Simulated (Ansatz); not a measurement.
# BH2SF (SMILES FBS): B2PLYP/STO-3G

Aim: the electronic atomisation energy of BH2SF at B2PLYP/STO-3G, from 5 runs. 

The results are computed with Ansatz 0.2.0.

65 further runs of the same task are left out: 65 set aside as unsound or not needed.

## Step 1: The structure to begin with

BH2SF: 5 atoms, total charge 0, spin state singlet. As SMILES, `FBS`. Geometry: relaxed at PBE0-D4/def2-TZVP. This is one conformer, not always the lowest.

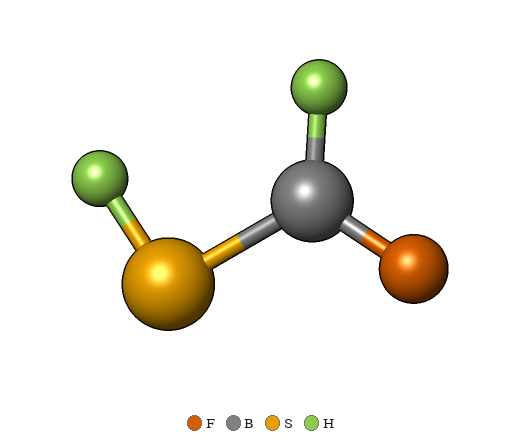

Viewed from a chosen angle; fluorine orange, boron grey, sulfur amber, hydrogen green.

## Step 2: A single-point energy at B2PLYP/STO-3G

Contents of input.yaml:

```yaml
crystal:
  periodic: [false, false, false]
  atoms:
    - {symbol: F, position_ang: [-1.119100, -0.905900, -1.069200]}
    - {symbol: B, position_ang: [-0.412800, -0.339100, -0.106100]}
    - {symbol: S, position_ang: [0.972400, 0.698600, -0.579400]}
    - {symbol: H, position_ang: [-0.712000, -0.530900, 1.033700]}
    - {symbol: H, position_ang: [1.321400, 1.003700, 0.679600]}
basis:
  gaussian:
    orbitals: STO-3G
hamiltonian:
  xc: {name: B2PLYP}
correlation:
  frozen_orbitals: {B: 1, F: 1, H: 0, S: 5}
accuracy: high
```

On the command line:

```
$ ansatz run input.yaml --threads 1 --pin off --max-ram 2610MiB --events-out events.jsonl --progress --plain --runs-dir runs
```

Output:

```text
Warning: RAYON_NUM_THREADS=1 ignored (pool sized by the plan → 1); use --threads N
Functional definition: B2PLYP
  name "B2PLYP"
  parameter a = 0.53
  parameter c = 0.27
  exchange = (1 - a)*b88_x + a*exact_x
  correlation = (1 - c)*lyp_c + c*(mp2_os + mp2_ss)
371 factors; integrals over basis functions are off by at most 2.9e-8 eV
mean field evaluation 1: about -14084.5823 eV, gradient 1.7e1 eV
mean field evaluation 2: about -14084.5877 eV, gradient 1.7e1 eV
mean field evaluation 4: about -14085.7002 eV, gradient 7.1e-1 eV
mean field evaluation 8: about -14085.7019 eV, gradient 4.5e-3 eV
mean field evaluation 16: about -14085.7019 eV, gradient 2.9e-8 eV
mean field -14085.70194064 eV, -517.6399986868 hartree, gradient 2.9e-8 eV, S^2 0.000000; 0 other end points of the search recorded, 0 dependent functions left out
7 core orbitals not correlated: weight in the atoms' cores, before any rotation towards them, 1.000 or more for the frozen orbitals, at most 0.000 for the correlated occupied ones
reference -14085.70195611 eV, -517.6399992554 hartree; 9, 9 occupied and 5, 5 virtual orbitals, 371 factors
second order -3.37890699 eV of doubles, -0.00000000 eV of singles
Total energy: -14086.61426100 eV, -517.6735258416 hartree
```

Wall time 1.5 s (1 thread of Arm Neoverse V1, shared host); peak memory 0.099 GiB.

## Step 3: The B atom

Contents of molecule.yaml:

```yaml
crystal:
  periodic: [false, false, false]
  atoms:
    - {symbol: B, position_ang: [0.000000, 0.000000, 0.000000]}
basis:
  gaussian: {orbitals: STO-3G}
magnetization: {spin_polarized: true, initial_magnetization: 1}
hamiltonian: {xc: {name: B2PLYP}}
correlation: {frozen_orbitals: {B: 1}}
accuracy: high
```

Run the same way, it converges to -24.24577 Eh (log not shown).

## Step 4: The F atom

Contents of molecule.yaml:

```yaml
crystal:
  periodic: [false, false, false]
  atoms:
    - {symbol: F, position_ang: [0.000000, 0.000000, 0.000000]}
basis:
  gaussian:
    orbitals: STO-3G
magnetization:
  spin_polarized: true
  initial_magnetization: 1
hamiltonian:
  xc: {name: B2PLYP}
correlation:
  frozen_orbitals: {F: 1}
accuracy: high
```

Run the same way, it converges to -98.18742 Eh (log not shown).

## Step 5: The H atom at the same level

Contents of in.yaml:

```yaml
crystal:
  periodic: [false, false, false]
  atoms:
    - {symbol: H, position_ang: [0.000000, 0.000000, 0.000000]}
basis:
  gaussian: {orbitals: STO-3G}
magnetization: {spin_polarized: true, initial_magnetization: 1}
accuracy: high
correlation: {frozen_orbitals: {H: 0}}
hamiltonian: {xc: {name: B2PLYP}}
```

Run the same way, it converges to -0.46478 Eh (log not shown).

## Step 6: The S atom, same level

Contents of in.yaml:

```yaml
crystal:
  periodic: [false, false, false]
  atoms:
    - {symbol: S, position_ang: [0.000000, 0.000000, 0.000000]}
basis:
  gaussian: {orbitals: STO-3G}
total_charge: 0
magnetization: {spin_polarized: true, initial_magnetization: 2}
hamiltonian: {xc: {name: B2PLYP}}
correlation: {frozen_orbitals: {S: 5}}
accuracy: high
```

Run the same way, it converges to -393.52933 Eh (log not shown).

## Step 7: Summary of results

Level: B2PLYP/STO-3G, 7 core orbitals frozen.

| quantity | value |
| --- | --- |
| molecule: total energy | -517.67353 Eh |
| B atom: total energy | -24.24577 Eh |
| B atom: ⟨S²⟩ | 0.750 |
| F atom: total energy | -98.18742 Eh |
| F atom: ⟨S²⟩ | 0.750 |
| H atom: total energy | -0.46478 Eh |
| H atom: ⟨S²⟩ | 0.750 |
| S atom: total energy | -393.52933 Eh |
| S atom: ⟨S²⟩ | 2.000 |
| electronic atomisation energy | 21.264 eV |

**Reading.** Taking the molecule apart into free atoms costs 21.26 eV (490 kcal/mol), before zero-point energy and without spin-orbit coupling. In a minimal basis such a difference can be off by several eV, whatever the method.
